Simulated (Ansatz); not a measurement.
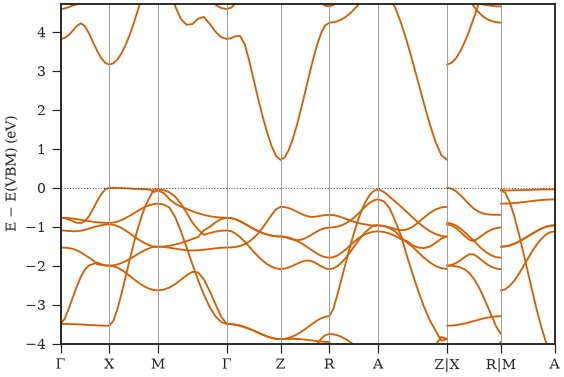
*Band structure from PBEsol in the plane-wave PAW code Ansatz*

Read off the gap and where the band edges lie.

About 0.7 eV (0.71 eV by a search for the band edges); maximum at X, minimum at Z.

Which compound is it?
A. YSiNO2, P4/mmm (Y on 1b, Si on 1c, N on 1d, O on 2f)
B. BaInHO2, P4/mmm (Ba on 1d, In on 1a, O on 2f, H on 1b)
C. LiTaO3, P4mm (Ta on 1b, Li on 1a, O on 1b, O on 2c)
D. Sr2ZrTiO6, P4/mmm (Pearson symbol tP10)

B, BaInHO2, P4/mmm (Ba on 1d, In on 1a, O on 2f, H on 1b)

The start of the workflow was typed in or built on a structure type; neither database checked (COD, Materials Project) lists it. Whether it is the stable phase at ambient conditions was not checked. The PBEsol relaxation kept the symmetry of its start. At this level the phase is dynamically unstable (imaginary phonons). Spin–orbit coupling is left out wherever it is not named.

Potentials: the earlier of the program's two PAW sets. The files were generated under PBE; for other functionals the program regenerates the frozen cores, and for LDA and PBEsol the local potential too.
